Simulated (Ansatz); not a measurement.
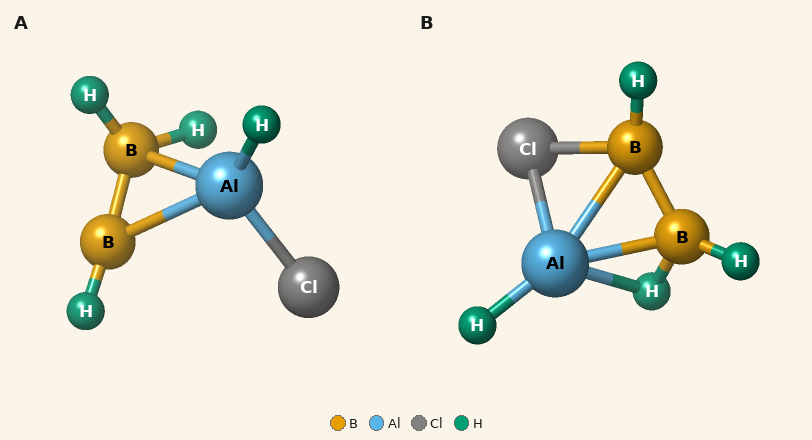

2 stationary structures of one formula. Geometries: PBE0-D4/def2-TZVP. Electronic energies: PBE0-D4/def2-TZVPP (Ansatz 0.2.0), without zero-point energy. No frequency run is at hand to confirm each as a minimum. Each is one conformer, not always the lowest.

> Rank them by energy, lowest first.

B is lowest (C1); A lies 12.5 kJ/mol above it (C1).

Give E(B) − E(A) in kJ/mol at these levels too: RHF-CCSD(T) (frozen core)/def2-TZVPP; PBE0-D4/def2-TZVP; PBE0-D4/def2-TZVPP; r2SCAN-D4/def2-TZVPP; ωB97M-V/def2-TZVPP; PBE-D4/def2-TZVPP; B3LYP-D4/def2-TZVPP.

```json
{"level": "RHF-CCSD(T) (frozen core)/def2-TZVPP", "E(B) − E(A) (kJ/mol)": "−3.0"}
{"level": "PBE0-D4/def2-TZVP", "E(B) − E(A) (kJ/mol)": "−12.5"}
{"level": "PBE0-D4/def2-TZVPP", "E(B) − E(A) (kJ/mol)": "−12.5"}
{"level": "r2SCAN-D4/def2-TZVPP", "E(B) − E(A) (kJ/mol)": "−7.5"}
{"level": "ωB97M-V/def2-TZVPP", "E(B) − E(A) (kJ/mol)": "−0.9"}
{"level": "PBE-D4/def2-TZVPP", "E(B) − E(A) (kJ/mol)": "−16.5"}
{"level": "B3LYP-D4/def2-TZVPP", "E(B) − E(A) (kJ/mol)": "+4.9"}
```
